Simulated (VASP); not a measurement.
Band structure of Er (space group P6_3/mmc). Computed with PBE GGA, VASP's PBE PAW potentials (set 64) (plane waves; VASP).

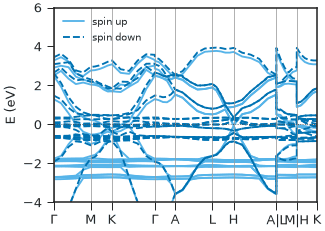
Figure. Bands along high-symmetry lines, zero at the valence-band maximum or, without a gap, the Fermi level

Q: Read the plot: is there a gap, and where are the band edges?

A: It has no gap at this level: it comes out as a metal or semimetal.

The structure is a typed Er crystal. The cell was not relaxed at this level.
